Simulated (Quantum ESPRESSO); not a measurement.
# Voltage at the next charge: W(100), 5 layers against an electrode

Method. Quantum ESPRESSO 7.5, PBE, GBRV ultrasoft; ESM with bc3, a metal electrode 7.04 Å above the top atoms; cell area 9.986 Å²; ions fixed. V is the potential energy of an electron at the electrode over the slab's Fermi level, divided by e, so that it equals the work function at zero charge; positive charge removes electrons.

| charge (e a cell) | V (V) |
| --- | --- |
| 0 | 4.134 |
| 0.015 | 5.482 |
| 0.03 | 6.851 |

One more run was made and is withheld. What is V at a charge of 0.0599 e, and what capacitance do the rows imply?

By hand: The last two rows give dV/dq = (6.851 − 5.482)/(0.03 − 0.015) = 91.3 V/e, so C = 1602/(9.986 × 91.3) = 1.76 µF/cm², an effective gap of 8.854/1.76 = 5.04 Å. At constant C, V = 6.851 + 91.3 × 0.0299 = 9.58 V.

What the calculation gave: V = 9.633 V; the estimate misses by −0.05 V, 1.9 % of the step. Over the three intervals C goes 1.79, 1.76 and 1.72 µF/cm²: it falls as electrons leave, the surface charge drawing back towards the atoms.

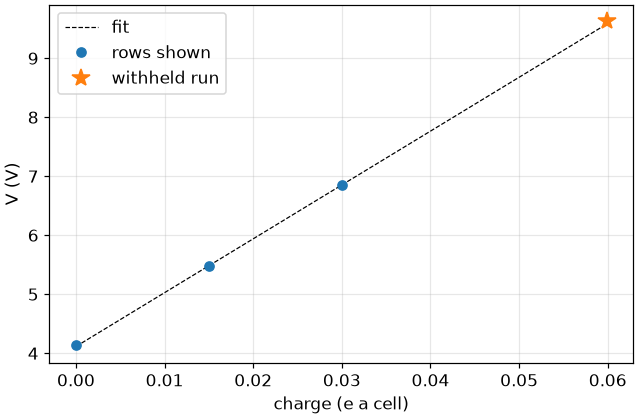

The rows shown, the fit and the withheld run.

Caveats: Vacuum fills the gap; a dielectric or electrolyte would change C. The slab is thin.
